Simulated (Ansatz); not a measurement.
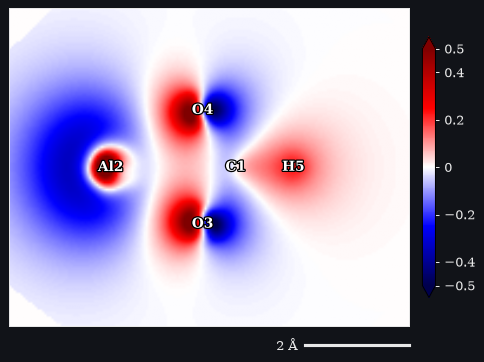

The picture shows: CHAlO$_{2}$ (SMILES [O]1[CH]2[O][Al]12). The HOMO on the molecular plane (values in Å⁻³ᐟ²; the overall sign is arbitrary).

Geometry: PBE0-D3(BJ)/pcseg-1.

The calculation used isolated molecule in a Gaussian basis; Kohn-Sham density functional theory, functional PBE0 (Ansatz 0.2.0).

```xyz
5

C    -0.0969    0.1388    0.2017
Al    1.2215    1.7182    1.4295
O     1.0347   -0.1914    0.6511
O    -0.5295    1.3067    0.4027
H    -0.7043   -0.5892   -0.3634
```

Where does this orbital lie, and at what energy?

Answer. It lies mainly on Al2 (about 80 %), O3 (about 5 %) and O4 (about 5 %); it is symmetric in the molecular plane (an in-plane orbital: σ, lone-pair or in-plane π type). Its energy is −6.43 eV.
